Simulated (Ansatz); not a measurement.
**CH5AlO (SMILES [CH3][AlH][OH]): levels of theory compared**

We compute a comparison of 6 runs (HF/STO-3G, B3LYP/aug-cc-pVDZ, BLYP/aug-cc-pVDZ, r2SCAN/aug-cc-pVDZ, wB97M-V/aug-cc-pVDZ, wB97X/aug-cc-pVDZ) of CH5AlO. 

Program for the calculation: Ansatz 0.2.0.

42 further runs of the same task are left out: 42 set aside as unsound or not needed.

### Step 1. The system as given

CH5AlO: 8 atoms, total charge 0, spin state singlet. SMILES: `[CH3][AlH][OH]`. One bond was lengthened or shortened from a relaxed shape.

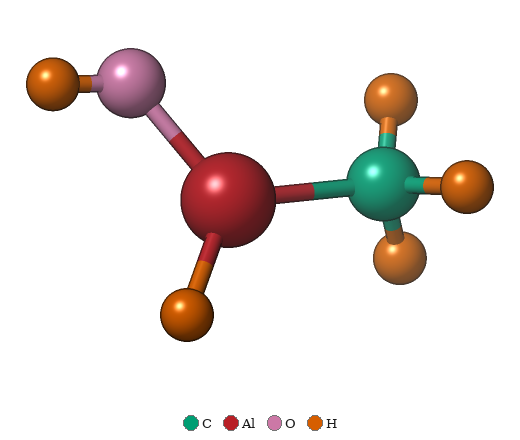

Viewed from a chosen angle; carbon teal, aluminium red, oxygen pink, hydrogen orange.

### Step 2. The energy at HF/STO-3G (run 1)

File input.yaml:

```yaml
basis:
  gaussian:
    orbitals: STO-3G
crystal:
  periodic: [false, false, false]
  atoms:
    - {symbol: C, position_ang: [-0.845830, 0.836333, -0.103935]}
    - {symbol: Al, position_ang: [0.511770, -0.540067, -0.272935]}
    - {symbol: O, position_ang: [0.476670, -1.822267, 0.843765]}
    - {symbol: H, position_ang: [-0.325100, 1.954500, 0.149300]}
    - {symbol: H, position_ang: [-1.559330, 0.609533, 0.691265]}
    - {symbol: H, position_ang: [-1.403630, 0.959133, -1.037835]}
    - {symbol: H, position_ang: [1.648870, -0.540367, -1.383235]}
    - {symbol: H, position_ang: [1.113270, -2.534967, 0.826465]}
hamiltonian:
  xc: hf
accuracy: high
output:
  orbitals: {seedname: orbitals}
```

On the command line:

```bash
$ ansatz run input.yaml --threads 1 --pin off --max-ram 3480MiB --events-out events.jsonl --progress --plain --runs-dir runs
```

The log of the run:

```text
Warning: RAYON_NUM_THREADS=1 ignored (pool sized by the plan → 1); use --threads N
Functional definition: HF
  name "HF"
  exchange = exact_x
  correlation = 0
452 factors; integrals over basis functions are off by at most 1.3e-8 eV
mean field evaluation 1: about -9608.5309 eV, gradient 2.4e1 eV
mean field evaluation 2: about -9608.5837 eV, gradient 2.4e1 eV
mean field evaluation 4: about -9610.7229 eV, gradient 1.3e0 eV
mean field evaluation 8: about -9610.7308 eV, gradient 2.7e-6 eV
mean field -9610.73081716 eV, -353.1878431432 hartree, gradient 1.1e-8 eV, S^2 0.000000; 0 other end points of the search recorded, 0 dependent functions left out
reference -9610.73081716 eV, -353.1878431432 hartree; 16, 16 occupied and 8, 8 virtual orbitals, 452 factors
Total energy: -9610.73081716 eV, -353.1878431432 hartree
```

Wall time 0.16 s (1 thread of Arm Neoverse V2, shared host).

### Step 3. The energy at B3LYP/aug-cc-pVDZ (run 2)

File in.yaml:

```yaml
crystal:
  periodic: [false, false, false]
  atoms:
    - {symbol: C, position_ang: [-0.845830, 0.836333, -0.103935]}
    - {symbol: Al, position_ang: [0.511770, -0.540067, -0.272935]}
    - {symbol: O, position_ang: [0.476670, -1.822267, 0.843765]}
    - {symbol: H, position_ang: [-0.325100, 1.954500, 0.149300]}
    - {symbol: H, position_ang: [-1.559330, 0.609533, 0.691265]}
    - {symbol: H, position_ang: [-1.403630, 0.959133, -1.037835]}
    - {symbol: H, position_ang: [1.648870, -0.540367, -1.383235]}
    - {symbol: H, position_ang: [1.113270, -2.534967, 0.826465]}
basis:
  gaussian:
    orbitals: aug-cc-pVDZ
output:
  orbitals: {seedname: orbitals}
accuracy: high
hamiltonian:
  xc: {name: B3LYP}
total_charge: 0
```

On the command line:

```bash
$ ansatz run in.yaml --threads 1 --pin off --max-ram 3480MiB --events-out events.jsonl --progress --plain --runs-dir runs
```

The log of the run:

```text
Warning: RAYON_NUM_THREADS=1 ignored (pool sized by the plan → 1); use --threads N
Functional definition: B3LYP
  name "B3LYP"
  parameter a0 = 0.2
  parameter ax = 0.72
  parameter ac = 0.81
  exchange = (1 - a0 - ax)*slater_x + ax*b88_x + a0*exact_x
  correlation = (1 - ac)*vwn_rpa_c + ac*lyp_c
2330 factors; integrals over basis functions are off by at most 3.6e-9 eV
mean field evaluation 1: about -9751.0852 eV, gradient 8.1e1 eV
mean field evaluation 2: about -9715.7257 eV, gradient 1.4e2 eV
mean field evaluation 4: about -9764.4749 eV, gradient 1.1e1 eV
mean field evaluation 8: about -9764.7446 eV, gradient 4.3e-2 eV
mean field evaluation 16: about -9764.7446 eV, gradient 1.6e-6 eV
mean field -9764.74456425 eV, -358.8477439545 hartree, gradient 9.2e-8 eV, S^2 0.000000; 0 other end points of the search recorded, 0 dependent functions left out
reference -9764.74462265 eV, -358.8477461006 hartree; 16, 16 occupied and 102, 102 virtual orbitals, 2330 factors
Total energy: -9764.74462265 eV, -358.8477461006 hartree
```

It took 14 s on 1 thread of Arm Neoverse V2, shared host; peak memory 0.4 GiB.

### Step 4. A single-point energy at BLYP/aug-cc-pVDZ (run 3)

File job.yaml:

```yaml
crystal:
  periodic: [false, false, false]
  atoms:
    - {symbol: C, position_ang: [-0.845830, 0.836333, -0.103935]}
    - {symbol: Al, position_ang: [0.511770, -0.540067, -0.272935]}
    - {symbol: O, position_ang: [0.476670, -1.822267, 0.843765]}
    - {symbol: H, position_ang: [-0.325100, 1.954500, 0.149300]}
    - {symbol: H, position_ang: [-1.559330, 0.609533, 0.691265]}
    - {symbol: H, position_ang: [-1.403630, 0.959133, -1.037835]}
    - {symbol: H, position_ang: [1.648870, -0.540367, -1.383235]}
    - {symbol: H, position_ang: [1.113270, -2.534967, 0.826465]}
basis:
  gaussian: {orbitals: aug-cc-pVDZ}
accuracy: high
output: {orbitals: {seedname: orbitals}}
hamiltonian: {xc: {name: BLYP}}
```

On the command line:

```bash
$ ansatz run job.yaml --threads 1 --pin off --max-ram 3480MiB --events-out events.jsonl --progress --plain --runs-dir runs
```

The log of the run:

```text
Warning: RAYON_NUM_THREADS=1 ignored (pool sized by the plan → 1); use --threads N
Functional definition: BLYP
  name "BLYP"
  parameter beta = 0.0042
  parameter a = 0.04918
  parameter b = 0.132
  parameter c = 0.2533
  parameter d = 0.349
  exchange = b88_x(beta = beta)
  correlation = lyp_c(a = a, b = b, c = c, d = d)
2330 factors; integrals over basis functions are off by at most 3.6e-9 eV
mean field evaluation 1: about -9743.9115 eV, gradient 9.4e1 eV
mean field evaluation 2: about -9648.3764 eV, gradient 2.0e2 eV
mean field evaluation 4: about -9761.6939 eV, gradient 2.2e1 eV
mean field evaluation 8: about -9762.8769 eV, gradient 2.7e-1 eV
mean field evaluation 16: about -9762.8771 eV, gradient 2.2e-5 eV
mean field -9762.87707078 eV, -358.7791148354 hartree, gradient 6.1e-8 eV, S^2 0.000000; 0 other end points of the search recorded, 0 dependent functions left out
reference -9762.87714592 eV, -358.7791175969 hartree; 16, 16 occupied and 102, 102 virtual orbitals, 2330 factors
Total energy: -9762.87714592 eV, -358.7791175969 hartree
```

Wall time 13 s (1 thread of Arm Neoverse V2, shared host); peak memory 0.34 GiB.

Runs 4 to 5 aren't shown in full; the table further down has their settings and results.

### Step 5. A single-point energy at wB97X/aug-cc-pVDZ (run 6)

File molecule.yaml:

```yaml
crystal:
  periodic: [false, false, false]
  atoms:
    - {symbol: C, position_ang: [-0.845830, 0.836333, -0.103935]}
    - {symbol: Al, position_ang: [0.511770, -0.540067, -0.272935]}
    - {symbol: O, position_ang: [0.476670, -1.822267, 0.843765]}
    - {symbol: H, position_ang: [-0.325100, 1.954500, 0.149300]}
    - {symbol: H, position_ang: [-1.559330, 0.609533, 0.691265]}
    - {symbol: H, position_ang: [-1.403630, 0.959133, -1.037835]}
    - {symbol: H, position_ang: [1.648870, -0.540367, -1.383235]}
    - {symbol: H, position_ang: [1.113270, -2.534967, 0.826465]}
basis:
  gaussian:
    orbitals: aug-cc-pVDZ
magnetization:
  spin_polarized: false
  initial_magnetization: 0
hamiltonian:
  xc: {name: wB97X}
accuracy: high
output: {orbitals: {seedname: orbitals}}
```

On the command line:

```bash
$ ansatz run molecule.yaml --threads 1 --pin off --max-ram 3480MiB --events-out events.jsonl --progress --plain --runs-dir runs
```

The log of the run:

```text
Warning: RAYON_NUM_THREADS=1 ignored (pool sized by the plan → 1); use --threads N
Functional definition: wB97X
  name "wB97X"
  parameter omega = 0.3/bohr
  parameter cx = 0.157706
  parameter cx1 = 0.726479
  parameter cx2 = 1.04760
  parameter cx3 = -5.70635
  parameter cx4 = 13.2794
  parameter css1 = -4.33879
  parameter css2 = 18.2308
  parameter css3 = -31.7430
  parameter css4 = 17.2901
  parameter cos1 = 2.37031
  parameter cos2 = -11.3995
  parameter cos3 = 6.58405
  parameter cos4 = -3.78132
  exchange = spin_sum(e_x_unif_sr(omega)*poly(b97_u_x, 1 - cx, cx1, cx2, cx3, cx4)) + cx*exact_x_sr(omega)
      + exact_x_lr(omega)
  correlation = spin_sum(e_c_pw_same_spin*poly(b97_u_same, 1, css1, css2, css3, css4))
      + integral(e_c_pw_opposite_spin*poly(b97_u_opposite, 1, cos1, cos2, cos3, cos4))
2330 factors; integrals over basis functions are off by at most 3.6e-9 eV
574 factors; integrals over basis functions are off by at most 1.6e-9 eV
mean field evaluation 1: about -9755.0951 eV, gradient 6.3e1 eV
mean field evaluation 2: about -9753.6698 eV, gradient 7.1e1 eV
mean field evaluation 4: about -9763.0263 eV, gradient 2.2e0 eV
mean field evaluation 8: about -9763.0414 eV, gradient 3.8e-2 eV
mean field evaluation 16: about -9763.0414 eV, gradient 2.7e-5 eV
mean field -9763.04140317 eV, -358.7851539394 hartree, gradient 2.9e-8 eV, S^2 0.000000; 0 other end points of the search recorded, 0 dependent functions left out
reference -9763.04139311 eV, -358.7851535695 hartree; 16, 16 occupied and 102, 102 virtual orbitals, 2330 factors
Total energy: -9763.04139311 eV, -358.7851535695 hartree
```

It took 40 s on 1 thread of Arm Neoverse V2, shared host; peak memory 0.66 GiB.

### Step 6. All runs side by side

```tsv
run	level	energy (Eh)	HOMO energy (eV)	LUMO energy (eV)	HOMO–LUMO gap (eV)	wall time
1	HF/STO-3G	-353.187843	-8.40	9.51	17.90	0.16 s
2	B3LYP/aug-cc-pVDZ	-358.847746	-7.83	-0.86	6.97	14 s
3	BLYP/aug-cc-pVDZ	-358.779118	-6.64	-1.28	5.36	13 s
4	r2SCAN/aug-cc-pVDZ	-358.728526	-7.01	-0.97	6.03	20 s
5	wB97M-V/aug-cc-pVDZ	-358.750763	-10.25	0.32	10.56	91 s
6	wB97X/aug-cc-pVDZ	-358.785154	-10.45	0.89	11.34	40 s
```

### Step 7. Summary of results

| quantity | value |
| --- | --- |
| run 6: total energy | -358.78515 Eh |
| run 6: HOMO energy | -10.45 eV |
| run 6: LUMO energy | 0.89 eV |
| run 6: HOMO–LUMO gap | 11.34 eV |

In words: The HOMO–LUMO gap runs from 5.36 eV (BLYP/aug-cc-pVDZ) to 17.90 eV (HF/STO-3G). The two ends differ in method and basis. Totals of different functionals can't be ranked against each other. In run 1 the basis is minimal, so the values are rough. All runs together took 3 min, the longest 91 s.
